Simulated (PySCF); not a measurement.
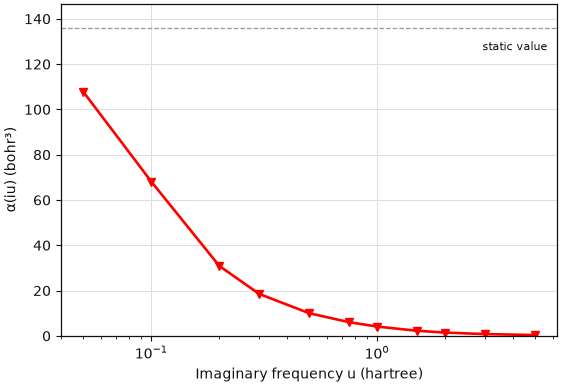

Dipole polarisability at imaginary frequency of Br⁺ ([Ar] 3d¹⁰ 4s² 4p³ 5s). Coupled response at the MN15 level; PySCF, aug-cc-pwCVTZ-PP with a 10-electron core potential, unrestricted single determinants, no spin-orbit coupling.

What follows from the curve?

Answer. The static dipole polarisability is 136 bohr³; α(iu) falls to half of it near u = 0.10 hartree. The Casimir–Polder integral gives C₆ = 1450 hartree bohr⁶ for two such species.
